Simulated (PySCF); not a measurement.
**Pb⁵⁴⁺, Bi⁵⁵⁺: ionisation energies with spin-orbit coupling**

Aim: the ionisation energy of these ions from differences of total energies, at each level of theory, and how far each lands from the tabulated value where there is one.

Method: two-component X2C-1e, generalised determinants. Code: PySCF 2.14.0.

## 1. Starting point

| Quantity | Value |
| --- | --- |
| Elements | lead (Z = 82), bismuth (Z = 83) |
| Basis | one for each species, given in its step |
| Hamiltonian | two-component X2C-1e, Gaussian nucleus, no Breit or QED terms; spin-orbit coupling, run by run: off; screened by Boettger's factors |
| Core shells frozen in the correlated runs | [Ne] (for Pb⁵⁴⁺) |
| State 1 | Pb⁵⁴⁺: [Ar] 3d10 |
| State 2 | Bi⁵⁵⁺: [Ar] 3d10 |
| Needed too, but not shown | Pb⁵⁵⁺ [Ar] 3d9 (2D), Bi⁵⁶⁺ [Ar] 3d9 (2D) |
| Methods | GHF, GMP2 |

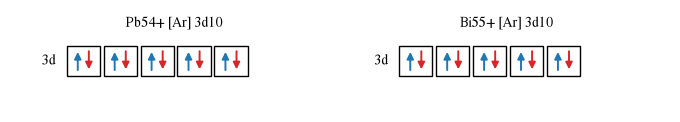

Outer shells as boxes.

All steps ran in one process of a driver on top of PySCF, which takes the settings above as its task.

The integrals over 115 functions and the set-up took 1.1 s of CPU time.

## 2. Pb⁵⁴⁺, method by method

Basis: an even-tempered Gaussian basis (15 s from 15 bohr⁻², ratio 2.8; 13 p from 20 bohr⁻², ratio 2.8; 8 d from 20 bohr⁻², ratio 2.8; 3 f from 74 bohr⁻², ratio 3).

**GHF (spin-free)**

The log of the run:

```text
cycle= 1 E= -18566.5177093597  delta_E= -1.86e+04  |FDS-SDF|= 0.0438
cycle= 2 E= -18566.5179045429  delta_E= -0.000195  |FDS-SDF|= 0.00366
cycle= 3 E= -18566.5179072771  delta_E= -2.73e-06  |FDS-SDF|= 0.000158
cycle= 4 E= -18566.5179072836  delta_E= -6.53e-09  |FDS-SDF|= 2.26e-06
```

CPU time 5.7 s on a shared host, the integrals not counted.

Occupied spinors (without spin-orbit coupling the j labels only name the start):

| spinor shell | electrons | mean energy (eV) | weight of the nominal j | rms radius (bohr) |
| --- | --- | --- | --- | --- |
| 1s1/2 | 2 | -91629.6 | 1.000 | 0.0181 |
| 2s1/2 | 2 | -19032.5 | 1.000 | 0.0729 |
| 2p1/2 | 2 | -16786.8 | 0.800 | 0.0673 |
| 2p3/2 | 4 | -16786.8 | 0.900 | 0.0673 |
| 3s1/2 | 2 | -6778.8 | 1.000 | 0.183 |
| 3p3/2 | 4 | -6116.9 | 0.847 | 0.185 |
| 3p1/2 | 2 | -6116.9 | 0.694 | 0.185 |
| 3d5/2 | 6 | -5465.9 | 0.797 | 0.167 |
| 3d3/2 | 4 | -5465.9 | 0.695 | 0.167 |

M_J = 0, ⟨J²⟩ = 0.000, ⟨L²⟩ = 0.000, ⟨S²⟩ = 0.000.

**GMP2 (spin-free)**

This step left no log, only its results.

It used 5.5 s of CPU time after the integrals (shared host).

With 18 electrons correlated and 72 very high virtual spinors dropped, the MP2 correlation energy is -0.66636 hartree. Largest pairs: 3d3/2-3d5/2 -0.1822, 3d5/2-3d5/2 -0.1301, 3d5/2-3p3/2 -0.0663, 3d3/2-3d3/2 -0.0563, 3d3/2-3p3/2 -0.0433.

**GHF (screened spin-orbit)**

The log of the run:

```text
cycle= 1 E= -18602.9031022061  delta_E= -1.86e+04  |FDS-SDF|= 0.541
cycle= 2 E= -18602.9188504650  delta_E= -0.0157  |FDS-SDF|= 0.0106
cycle= 3 E= -18602.9188699899  delta_E= -1.95e-05  |FDS-SDF|= 0.000454
cycle= 4 E= -18602.9188700439  delta_E= -5.4e-08  |FDS-SDF|= 3.14e-05
cycle= 5 E= -18602.9188700442  delta_E= -2.58e-10  |FDS-SDF|= 3.96e-07
```

CPU time 6.5 s on a shared host, the integrals not counted.

The outer occupied spinors:

| spinor shell | electrons | mean energy (eV) | weight of the nominal j | rms radius (bohr) |
| --- | --- | --- | --- | --- |
| 2s1/2 | 2 | -19022.0 | 1.000 | 0.0729 |
| 2p1/2 | 2 | -18382.0 | 1.000 | 0.0616 |
| 2p3/2 | 4 | -16175.6 | 1.000 | 0.0698 |
| 3s1/2 | 2 | -6775.9 | 1.000 | 0.183 |
| 3p1/2 | 2 | -6494.9 | 1.000 | 0.174 |
| 3p3/2 | 4 | -5969.2 | 1.000 | 0.190 |
| 3d3/2 | 4 | -5532.8 | 1.000 | 0.165 |
| 3d5/2 | 6 | -5420.6 | 1.000 | 0.169 |

M_J = 0, ⟨J²⟩ = 0.000, ⟨L²⟩ = 0.098, ⟨S²⟩ = 0.098.

**GMP2 (screened spin-orbit)**

This step left no log, only its results.

It used 3 s of CPU time after the integrals (shared host).

With 18 electrons correlated and 72 very high virtual spinors dropped, the MP2 correlation energy is -0.66714 hartree. Largest pairs: 3d3/2-3d5/2 -0.1830, 3d5/2-3d5/2 -0.1290, 3d5/2-3p3/2 -0.0658, 3d3/2-3d3/2 -0.0561, 3d3/2-3p3/2 -0.0450.

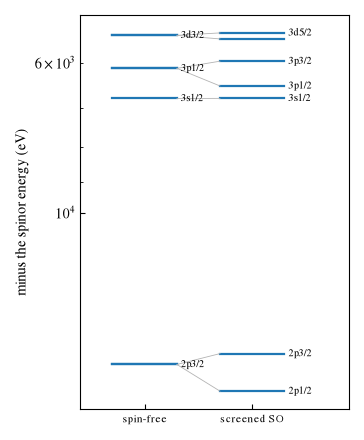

The highest 7 spinor levels of Pb⁵⁴⁺ on a logarithmic scale, without and with spin-orbit coupling.

## 3. Bi⁵⁵⁺: the ladder of methods

Basis: an even-tempered Gaussian basis (15 s from 16 bohr⁻², ratio 2.8; 13 p from 21 bohr⁻², ratio 2.8; 8 d from 21 bohr⁻², ratio 2.8; 3 f from 77 bohr⁻², ratio 3).

**GHF (spin-free)**

The log of the run:

```text
cycle= 1 E= -19096.8798403720  delta_E= -1.91e+04  |FDS-SDF|= 0.0466
cycle= 2 E= -19096.8800554346  delta_E= -0.000215  |FDS-SDF|= 0.00384
cycle= 3 E= -19096.8800583735  delta_E= -2.94e-06  |FDS-SDF|= 0.000164
cycle= 4 E= -19096.8800583804  delta_E= -6.83e-09  |FDS-SDF|= 2.34e-06
```

It used 5.7 s of CPU time after the integrals (shared host).

Occupied spinors (without spin-orbit coupling the j labels only name the start):

| spinor shell | electrons | mean energy (eV) | weight of the nominal j | rms radius (bohr) |
| --- | --- | --- | --- | --- |
| 1s1/2 | 2 | -94268.1 | 1.000 | 0.0178 |
| 2s1/2 | 2 | -19656.3 | 1.000 | 0.0717 |
| 2p3/2 | 4 | -17298.6 | 0.832 | 0.0664 |
| 2p1/2 | 2 | -17298.6 | 0.665 | 0.0664 |
| 3s1/2 | 2 | -7015.5 | 1.000 | 0.180 |
| 3p3/2 | 4 | -6323.4 | 0.835 | 0.183 |
| 3p1/2 | 2 | -6323.4 | 0.670 | 0.183 |
| 3d5/2 | 6 | -5652.9 | 0.802 | 0.164 |
| 3d3/2 | 4 | -5652.9 | 0.702 | 0.164 |

M_J = 0, ⟨J²⟩ = 0.000, ⟨L²⟩ = 0.000, ⟨S²⟩ = 0.000.

**GMP2 (spin-free)**

The driver printed no log here.

It used 5.5 s of CPU time after the integrals (shared host).

With 18 electrons correlated and 72 very high virtual spinors dropped, the MP2 correlation energy is -0.66748 hartree. Largest pairs: 3d3/2-3d5/2 -0.1822, 3d5/2-3d5/2 -0.1300, 3d5/2-3p3/2 -0.0665, 3d3/2-3d3/2 -0.0563, 3d3/2-3p3/2 -0.0434.

**GHF (screened spin-orbit)**

The log of the run:

```text
cycle= 1 E= -19136.3862756321  delta_E= -1.91e+04  |FDS-SDF|= 0.567
cycle= 2 E= -19136.4030716586  delta_E= -0.0168  |FDS-SDF|= 0.0111
cycle= 3 E= -19136.4030920986  delta_E= -2.04e-05  |FDS-SDF|= 0.000477
cycle= 4 E= -19136.4030921564  delta_E= -5.78e-08  |FDS-SDF|= 3.16e-05
cycle= 5 E= -19136.4030921566  delta_E= -2.73e-10  |FDS-SDF|= 3.98e-07
```

It used 6.6 s of CPU time after the integrals (shared host).

The outer occupied spinors:

| spinor shell | electrons | mean energy (eV) | weight of the nominal j | rms radius (bohr) |
| --- | --- | --- | --- | --- |
| 2s1/2 | 2 | -19644.9 | 1.000 | 0.0717 |
| 2p1/2 | 2 | -18991.7 | 1.000 | 0.0605 |
| 2p3/2 | 4 | -16654.5 | 1.000 | 0.0688 |
| 3s1/2 | 2 | -7012.4 | 1.000 | 0.180 |
| 3p1/2 | 2 | -6726.0 | 1.000 | 0.171 |
| 3p3/2 | 4 | -6167.1 | 1.000 | 0.188 |
| 3d3/2 | 4 | -5723.8 | 1.000 | 0.162 |
| 3d5/2 | 6 | -5604.8 | 1.000 | 0.166 |

M_J = 0, ⟨J²⟩ = 0.000, ⟨L²⟩ = 0.104, ⟨S²⟩ = 0.104.

**GMP2 (screened spin-orbit)**

The driver printed no log here.

CPU time 3 s on a shared host, the integrals not counted.

With 18 electrons correlated and 72 very high virtual spinors dropped, the MP2 correlation energy is -0.66825 hartree. Largest pairs: 3d3/2-3d5/2 -0.1829, 3d5/2-3d5/2 -0.1289, 3d5/2-3p3/2 -0.0660, 3d3/2-3d3/2 -0.0561, 3d3/2-3p3/2 -0.0451.

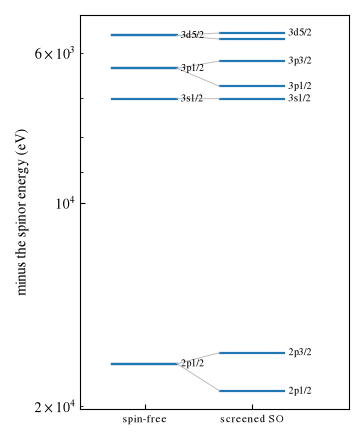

The highest 7 spinor levels of Bi⁵⁵⁺ on a logarithmic scale, without and with spin-orbit coupling.

## 4. Differences of total energies

Ionisation energy: Pb⁵⁴⁺ [Ar] 3d10 → Pb⁵⁵⁺ [Ar] 3d9 [3d3/2^4 3d5/2^5, M_J = 5/2].

| method | value (eV) | less the reference (eV) |
| --- | --- | --- |
| GHF (spin-free) | 5461.8 | +47.8 |
| GMP2 (spin-free) | 5463.2 | +49.2 |
| GHF (screened spin-orbit) | 5416.6 | +2.6 |
| GMP2 (screened spin-orbit) | 5418.0 | +4.0 |

Reference: 5414 ± 5 eV (theoretical estimate listed by NIST; NIST Atomic Spectra Database, ionization energies). For this ion Breit and QED terms and the two-electron picture change, all absent here, are large against electron correlation. The spin-free rows have the spin-orbit operator switched off.

Ionisation energy: Bi⁵⁵⁺ [Ar] 3d10 → Bi⁵⁶⁺ [Ar] 3d9 [3d3/2^4 3d5/2^5, M_J = 5/2].

| method | value (eV) | less the reference (eV) |
| --- | --- | --- |
| GHF (spin-free) | 5648.7 | +49.7 |
| GMP2 (spin-free) | 5650.1 | +51.1 |
| GHF (screened spin-orbit) | 5600.8 | +1.8 |
| GMP2 (screened spin-orbit) | 5602.2 | +3.2 |

Reference: 5599 ± 5 eV (theoretical estimate listed by NIST; NIST Atomic Spectra Database, ionization energies). For this ion Breit and QED terms and the two-electron picture change, all absent here, are large against electron correlation. The spin-free rows have the spin-orbit operator switched off.

The differences also use runs on Pb⁵⁵⁺ [Ar] 3d9 (2D), Bi⁵⁶⁺ [Ar] 3d9 (2D), which are not shown here.

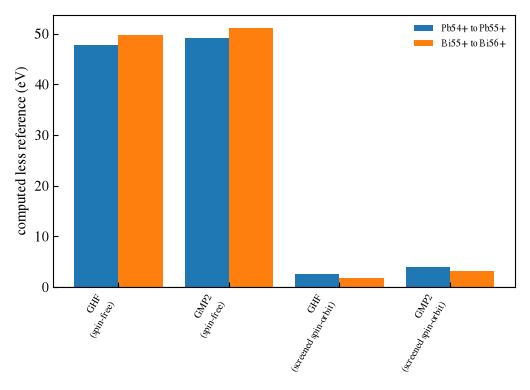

Computed less reference values by method, where the reference is not like for like or is itself uncertain.

## 5. Outcome

| quantity | value |
| --- | --- |
| ionisation energy, Pb⁵⁴⁺ | GHF (spin-free) 5461.8, GMP2 (screened spin-orbit) 5418.0 eV; reference 5414 ± 5 |
| ionisation energy, Bi⁵⁵⁺ | GHF (spin-free) 5648.7, GMP2 (screened spin-orbit) 5602.2 eV; reference 5599 ± 5 |

In words: For the first difference the methods span 46.556 eV, from GHF (screened spin-orbit) (5416.6) to GMP2 (spin-free) (5463.2). The reference is uncertain or not like for like (spin-orbit coupling or other relativistic terms), so no ranking of close methods is drawn. Spin-orbit coupling moves the first difference by -45.179 eV at GMP2. The basis is finite, and no extrapolation was made.
